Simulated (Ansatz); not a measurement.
CuAu (CuAu type, space group P4/mmm)

Space group P4/mmm (No. 123); a = b = 2.8606 Å, c = 3.5518 Å, α = β = γ = 90.00°

```tsv
atom	site	symmetry	x	y	z
Cu	1d	4/mmm	0.5000	0.5000	0.5000
Au	1a	4/mmm	0.0000	0.0000	0.0000
```

E(V) scan at fixed shape, V₀ the volume above. Symmetry pins the atoms to their sites.

The numbers are results of r2SCAN (plane waves to 500 eV, PAW, scalar-relativistic; Ansatz, a program for electronic structure), not measurements. k mesh 16×16×13 (Γ-centred), Fermi-Dirac smearing 0.05 eV. Energies are smeared free energies. With the shape held, the modulus is that of even scaling; a crystal free to change shape is softer. CuAu is run without spin polarisation. CuAu was relaxed with its symmetry unable to fall. Spin-orbit coupling is left out, though Au is heavy. The zero of ΔE is the relaxed starting cell.

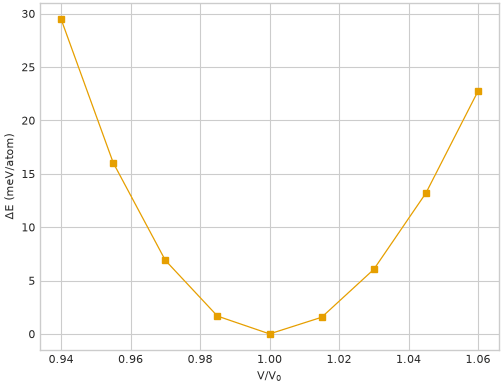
*ΔE (meV/atom) against V/V₀; computed points joined by lines.*

Problem. What bulk modulus at fixed cell shape B₀ follows from a third-order Birch-Murnaghan fit?

Solution. About 160 GPa.

Problem. What is ΔE at V/V₀ = 0.940?

Solution. About 29 meV/atom.

Problem. What is ΔE at V/V₀ = 1.060?

Solution. About 23 meV/atom.

(Under strain, the slope of the energy per volume gives the stress and its curvature an elastic modulus.)
